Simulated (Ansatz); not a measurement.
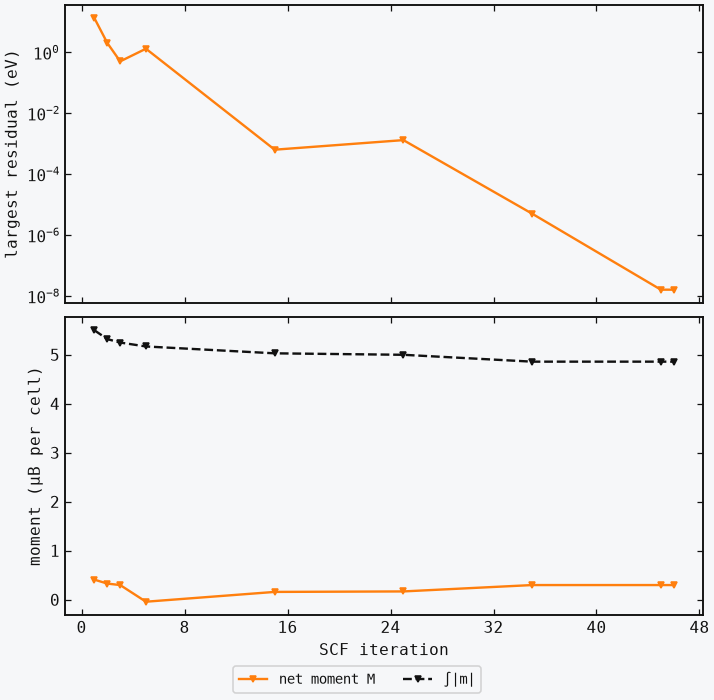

The plot shows the SCF iterations of a calculation: largest residual, magnetic moments. Only some iterations were kept.

Program: Ansatz.

```
crystal:
  lattice:
    - [10.221969, 0.0, 0.0]
    - [0.0, 9.127188, 0.0]
    - [0.0, 0.0, 9.585922]
  atoms:
    - { symbol: O, position: [0.4429402, 0.56780893, 0.53276793] }
    - { symbol: Co, position: [0.58377699, 0.61482847, 0.66058789], spin: 3 }
    - { symbol: Co, position: [0.3700585, 0.4479048, 0.40745069], spin: -3 }
hamiltonian:
  xc: pbe
  pseudopotentials: { kind: paw }
kpoints:
  mp_grid: { grid: [1, 1, 1], shift: [0, 0, 0] }
magnetization:
  spin_polarized: true
scf:
  occupations: { method: fermi_dirac }
```

### How did this run end?

The run converged; it took 46 iterations. The residual falls unevenly and jumps up by a factor of two or more twice between kept points.

### What is the residual at the start and at the end?

It starts near 10 and ends near 2 × 10⁻⁸ eV.

### What happens to the magnetisation?

The net moment goes from 0.41 to 0.30 μB per cell, with excursions between −0.04 and 0.41 on the way. ∫|m| ends at 4.9 μB, so the local moments cancel.
